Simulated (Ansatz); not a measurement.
Consider CH₇GaS.

```xyz
10

Ga   -0.9323   -0.1724   -0.6713
S     0.9092    1.8048   -0.9361
H    -0.6974   -0.7609   -2.1206
H    -2.1371    0.8264   -0.4394
H     2.0044    1.0420   -0.7079
C    -0.1129   -1.0937    0.8972
H     0.8585    2.2279    0.3483
H     0.8912   -1.4863    0.6676
H    -0.7415   -1.9542    1.1851
H    -0.0422   -0.4336    1.7771
```

Theory: RKS B3LYP-D4/def2-SVP in Ansatz 0.2.0.

What can the converged electron density and electron localisation function tell about the bonding?

Answer. C–Ga (2.00 Å): ρ at the midpoint is about 0.75 e/Å³; the ELF peaks at about 0.90 in the valence shell of C, 0.7 Å from its nucleus, and is about 0.60 at the midpoint.
Ga–S (2.71 Å): ρ is about 0.25 e/Å³ halfway, with its minimum of 0.22 e/Å³ about 1.2 Å from Ga; the ELF peaks at about 0.95 in the valence shell of S, 0.9 Å from its nucleus, and is about 0.45 at the midpoint.
C–H (1.10 Å): the density is about 1.8 e/Å³ at the midpoint; the ELF climbs to about 1 towards the hydrogen, as it does in any bond to H: a covalent bond by its length.

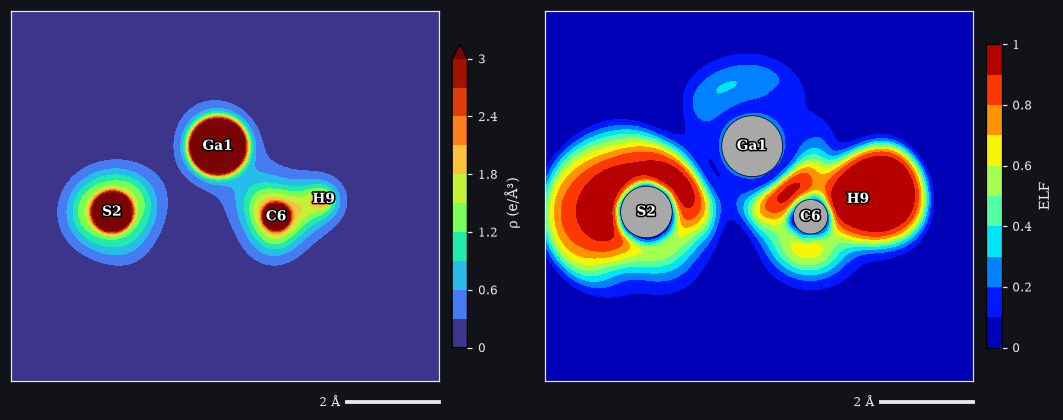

Computed electron density and electron localisation function on the plane of atoms S2, Ga1 and C6, in this order. Grey discs cover the atomic cores in the ELF map. 
